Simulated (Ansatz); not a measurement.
# [CF3]+ (SMILES F[C+](F)F): FCI/STO-3G

Aim: the vertical electron affinity of [CF3]+ at FCI/STO-3G, from 2 runs. 

The calculation is run with Ansatz 0.2.0.

5 further runs of the same task are left out: 5 that didn't finish.

## Step 1: The molecule

[CF3]+: 4 atoms, total charge +1, spin state singlet. SMILES: `F[C+](F)F`. Geometry: relaxed at PBE0-D4/def2-TZVP.

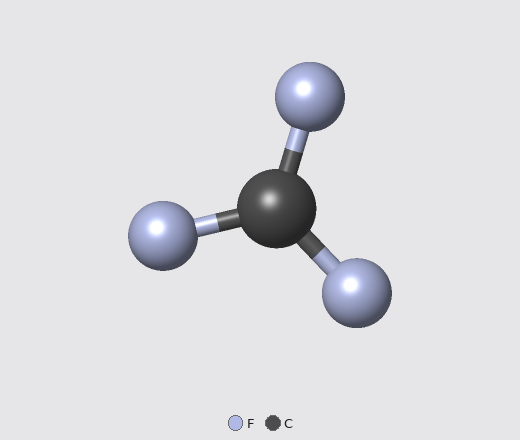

The structure, seen from a chosen angle (fluorine light blue, carbon dark grey).

## Step 2: A single-point energy at FCI/STO-3G

job.yaml

```yaml
crystal:
  periodic: [false, false, false]
  atoms:
    - {symbol: F, position_ang: [0.698600, -0.114600, 1.005400]}
    - {symbol: C, position_ang: [0.000000, 0.000000, -0.000000]}
    - {symbol: F, position_ang: [-0.609500, -0.973400, -0.439400]}
    - {symbol: F, position_ang: [-0.089000, 1.088000, -0.566000]}
basis:
  gaussian:
    orbitals: STO-3G
total_charge: 1
correlation:
  method: fci
  frozen_orbitals: {C: 1, F: 1}
accuracy: high
```

Started as:

```console
$ ansatz run job.yaml --threads 1 --pin off --max-ram 2610MiB --events-out events.jsonl --progress --plain --runs-dir runs
```

What it wrote:

```text
Warning: RAYON_NUM_THREADS=1 ignored (pool sized by the plan → 1); use --threads N
Functional definition: HF
  name "HF"
  exchange = exact_x
  correlation = 0
369 factors; integrals over basis functions are off by at most 3.3e-8 eV
mean field evaluation 1: about -9007.4407 eV, gradient 4.1e1 eV
mean field evaluation 2: about -9007.5487 eV, gradient 4.2e1 eV
mean field evaluation 4: about -9012.7052 eV, gradient 1.4e0 eV
mean field evaluation 8: about -9012.7097 eV, gradient 3.5e-4 eV
mean field -9012.70965429 eV, -331.2109707610 hartree, gradient 1.1e-8 eV, S^2 0.000000; 0 other end points of the search recorded, 0 dependent functions left out
4 core orbitals not correlated: weight in the atoms' cores, before any rotation towards them, 1.000 or more for the frozen orbitals, at most 0.000 for the correlated occupied ones
reference -9012.70965429 eV, -331.2109707610 hartree; 12, 12 occupied and 4, 4 virtual orbitals, 369 factors
state -9017.26702789 eV, -331.3784511518 hartree
Total energy: -9017.26702789 eV, -331.3784511518 hartree
```

Run time: 12 s. Hardware: 1 thread of Arm Neoverse V2, shared host; peak memory 0.31 GiB.

## Step 3: Doublet neutral CF3 at the same level

in.yaml

```yaml
crystal:
  periodic: [false, false, false]
  atoms:
    - symbol: F
      position_ang: [0.698600, -0.114600, 1.005400]
    - symbol: C
      position_ang: [0.000000, 0.000000, -0.000000]
    - symbol: F
      position_ang: [-0.609500, -0.973400, -0.439400]
    - symbol: F
      position_ang: [-0.089000, 1.088000, -0.566000]
basis:
  gaussian:
    orbitals: STO-3G
total_charge: 0
magnetization:
  spin_polarized: true
  initial_magnetization: 1
correlation:
  method: fci
  frozen_orbitals: {C: 1, F: 1}
accuracy: high
```

Started as:

```console
$ ansatz run in.yaml --threads 1 --pin off --max-ram 2610MiB --events-out events.jsonl --progress --plain --runs-dir runs
```

What it wrote:

```text
Warning: RAYON_NUM_THREADS=1 ignored (pool sized by the plan → 1); use --threads N
[... 4 set-up lines as earlier in the session ...]
369 factors; integrals over basis functions are off by at most 3.3e-8 eV
mean field evaluation 1: about -9015.4191 eV, gradient 1.8e1 eV
mean field evaluation 2: about -9015.6151 eV, gradient 1.8e1 eV
mean field evaluation 4: about -9017.6164 eV, gradient 1.1e0 eV
mean field evaluation 8: about -9017.6309 eV, gradient 2.5e-2 eV
mean field -9017.63092819 eV, -331.3918242411 hartree, gradient 1.4e-8 eV, S^2 0.756043; 0 other end points of the search recorded, 0 dependent functions left out
mean field evaluation 16: about -9017.5706 eV, gradient 1.7e-1 eV
4 core orbitals not correlated: weight in the atoms' cores, before any rotation towards them, 1.000 or more for the frozen orbitals, at most 0.000 for the correlated occupied ones
reference -9017.57062543 eV, -331.3896081556 hartree; 13, 12 occupied and 3, 4 virtual orbitals, 369 factors
state -9020.39303847 eV, -331.4933299218 hartree
Total energy: -9020.39303847 eV, -331.4933299218 hartree
```

Wall time 5.4 s (1 thread of Arm Neoverse V2, shared host); peak memory 0.18 GiB.

## Step 4: Results

At FCI/STO-3G, 4 core orbitals frozen:

```
                                                        quantity          value
                                    singlet [CF3]+: total energy  -331.37845 Eh
     singlet [CF3]+: correlation energy (4 core orbitals frozen)     -167.5 mEh
                               doublet neutral CF3: total energy  -331.49333 Eh
doublet neutral CF3: correlation energy (4 core orbitals frozen)     -103.7 mEh
             vertical electron affinity (to the doublet neutral)       3.126 eV
```

In words: At fixed nuclei the extra electron is bound by 3.13 eV (302 kJ/mol). In a minimal basis such a difference can be off by several eV, whatever the method.
